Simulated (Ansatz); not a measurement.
**CH7AsSi (SMILES C[SiH2][AsH2]): density, localisation and related maps**

Input file:

```
crystal:
  periodic: [false, false, false]
  atoms:
    - {symbol: C, position_ang: [-0.992411, 0.746083, 1.572708]}
    - {symbol: As, position_ang: [-2.465310, 0.836702, -1.579584]}
    - {symbol: Si, position_ang: [-0.586131, 0.332880, -0.216496]}
    - {symbol: H, position_ang: [-1.191055, 1.822333, 1.690568]}
    - {symbol: H, position_ang: [-1.883488, 0.193550, 1.907381]}
    - {symbol: H, position_ang: [-0.153177, 0.479167, 2.233501]}
    - {symbol: H, position_ang: [0.636880, 1.073043, -0.658509]}
    - {symbol: H, position_ang: [-0.319480, -1.132195, -0.366390]}
    - {symbol: H, position_ang: [-2.191535, 2.336320, -1.503663]}
    - {symbol: H, position_ang: [-1.657584, 0.691631, -2.865006]}
basis:
  gaussian: {orbitals: def2-TZVPD}
hamiltonian: {xc: pbe0}
output: {forces: true, orbitals: {seedname: orbitals}}
```

Launched as:

```sh
ansatz run input.yaml --threads 2 --pin off --max-ram 4350MiB --events-out events.jsonl --progress --plain --runs-dir runs
```

Geometry: PBE0-D3(BJ)/def2-SVP.

Method: isolated molecule in a Gaussian basis; Kohn-Sham density functional theory, functional PBE0 in Ansatz 0.2.0.

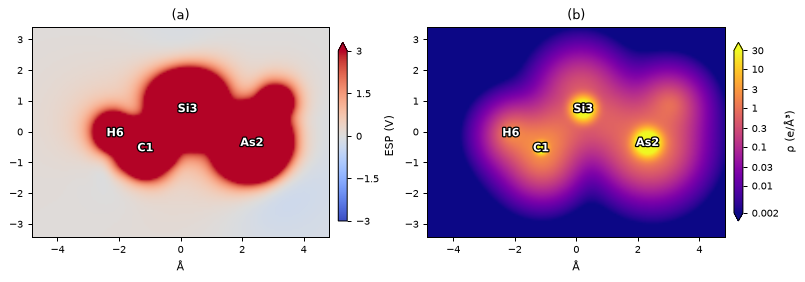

Figure 1. (a) molecular electrostatic potential; (b) electron density on the plane of atoms C1, Si3 and As2.

Question: What do the fields say about this system?

Answer: Atoms in the plane: C, As, Si and H. C–Si (1.88 Å): ρ is about 0.95 e/Å³ halfway. Si–As (2.38 Å): the density is about 0.64 e/Å³ at the midpoint. C–H (1.10 Å): ρ is about 1.9 e/Å³ halfway. Outside the dense part of the molecule the potential is most negative (−0.3 V) near As2.

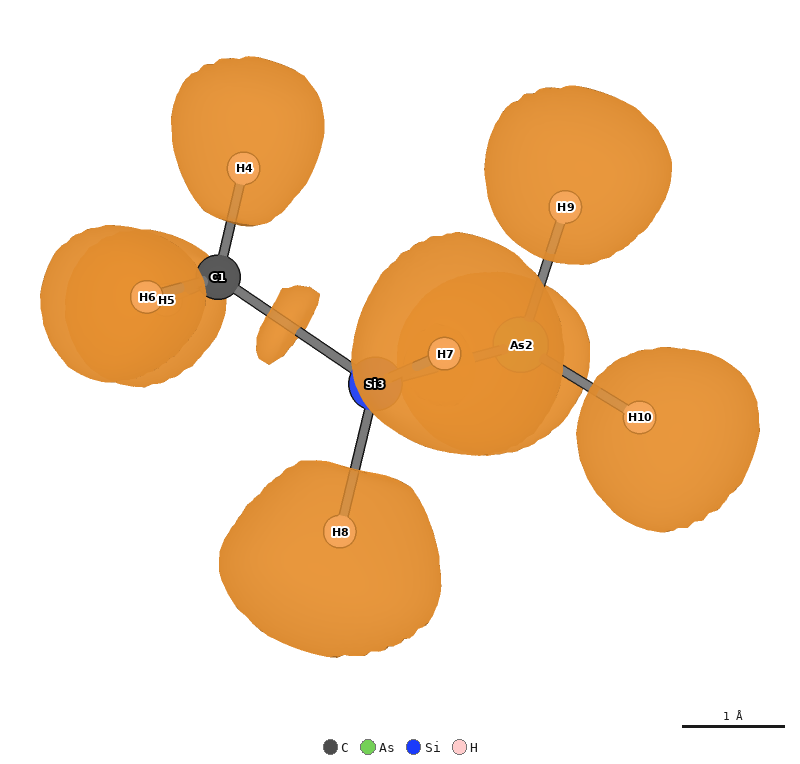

Figure 2. Isosurface of the electron localisation function at 0.9 (orange), seen at a tilt. Core shells and regions of very low density are left out.

Question: What do the ELF domains correspond to?

Answer: The ELF exceeds this value in one region between bonded As–Si atoms (shared pairs), one region between bonded C–Si atoms (shared pairs), seven regions around hydrogen nuclei and one lobe on As, pointing away from the bonds (lone pairs). Along the contacts the grid gives the following. C–Si (1.88 Å): the ELF peaks at about 0.95 between the atoms, as expected for a shared electron pair. Si–As (2.38 Å): the ELF peaks at about 0.95 between the atoms, as expected for a covalent bond.

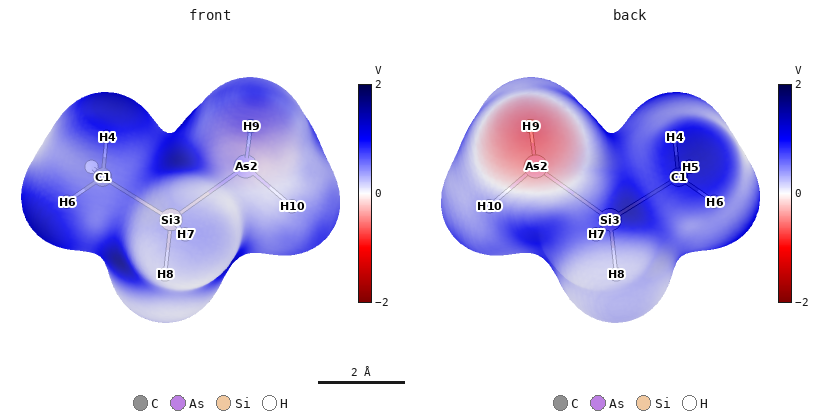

Figure 3. The molecular electrostatic potential painted on the density surface at 0.004 e/bohr³, seen from the front and from behind; red is negative and blue positive.

Question: Describe the electrostatic potential map.

Answer: The most negative region (about −0.6 V) lies over As2, the most positive (about +1.5 V) over Si3.

Question: What dipole moment does the calculation give?

Answer: Its dipole moment is 0.95 D.
